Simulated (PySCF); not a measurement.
**ReO₂⁻: singlet, from a side-on start**

The task is one start of a wider search on ReO₂⁻: the singlet, from a side-on start. It is relaxed, tested by its Hessian and followed downhill if it is a saddle.

The runs use PySCF 2.14.0; PBE0, basis Re def2-SVPD with ECP60, O def2-SVPD, scalar-relativistic core potentials, no spin–orbit coupling, density fitting.

## (1) The starting structure

3 atoms, charge -1, spin multiplicity 1.

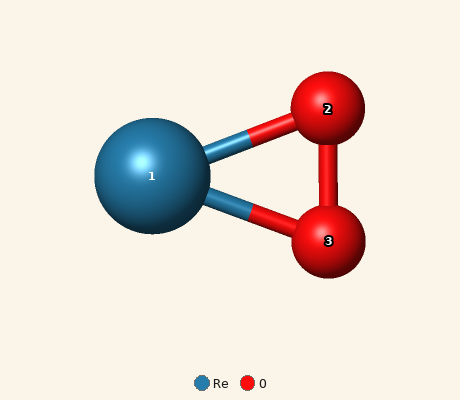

Start geometry, drawn with rhenium blue, oxygen red; atoms are numbered from 1 in the order of the file.

```xyz
3
charge -1 multiplicity 1
Re    0.0000    0.0000    0.0000
O     0.7000    0.0000    1.8509
O    -0.7000    0.0000    1.8509
```

## (2) The SCF at the typed geometry

One driver script runs all steps and calls PySCF; scf.py shows how it sets up the SCF of each step. The optimiser is the driver's own. After this first run the driver tries any further starts and a stability analysis.

scf.py reads:

```python
from pyscf import gto, scf, dft
mol = gto.M(atom='''
Re     0.000000     0.000000     0.000000
O      0.700000     0.000000     1.850851
O     -0.700000     0.000000     1.850851''',
    basis={'Re': 'def2-SVPD', 'O': 'def2-SVPD'},
    ecp={'Re': 'def2-SVPD'},
    charge=-1, spin=0)
mf = dft.RKS(mol, xc='PBE0')
mf.grids.atom_grid = (50, 194)
aux = {'Re': 'def2-universal-JKFIT', 'O': 'def2-universal-JKFIT'}
mf = mf.density_fit(auxbasis=aux)
mf.conv_tol = 1e-08
mf.diis_space = 10
mf.max_cycle = 60
mf.init_guess = 'minao'
mf.verbose = 4
mf.kernel()
```

Command:

```console
> OMP_NUM_THREADS=2 python axn.py task.json out
```

The runs that follow: Relaxing the singlet from the side-on start; Frequencies; The broken-symmetry singlet; Frequencies.

What does the calculation give? Wanted: minimum; geometry; wavenumbers; dipole moment; highest occupied, lowest empty level; polar-tensor charge of Re1; zero-point energy; ⟨S²⟩.

As calculated:

| quantity | value |
| --- | --- |
| minimum | broken-symmetry (Ms = 0), C2v |
| geometry | O–O 1.418 Å, Re–O 1.926 Å (×2); O–O–Re 68.4° (×2), O–Re–O 43.2° |
| wavenumbers (cm⁻¹) | 480, 609, 985 |
| dipole moment (centre of mass) | 2.35 D |
| highest occupied, lowest empty level (either spin) | 0.16, 2.86 eV |
| polar-tensor charge of Re1 | -0.11 e |
| zero-point energy | 12.4 kJ/mol |
| entropy at 298.15 K | 273.5 J/(mol K) |
| ⟨S²⟩ | 0.972 |

In words: The molecule stays C2v, as typed, and the end point is a minimum. The determinant is spin-contaminated (⟨S²⟩ = 0.97 against 0.00), so it is no pure spin state. The strongest infrared band lies at 985 cm⁻¹. Other starts or spin states, not run here, may lie lower. The SCF density has lower symmetry than the nuclear frame. The highest occupied level lies above zero: either self-interaction error lifts it or the extra electron is not bound, and the basis holds it in place. Spin–orbit coupling, left out here, can matter for elements this heavy.
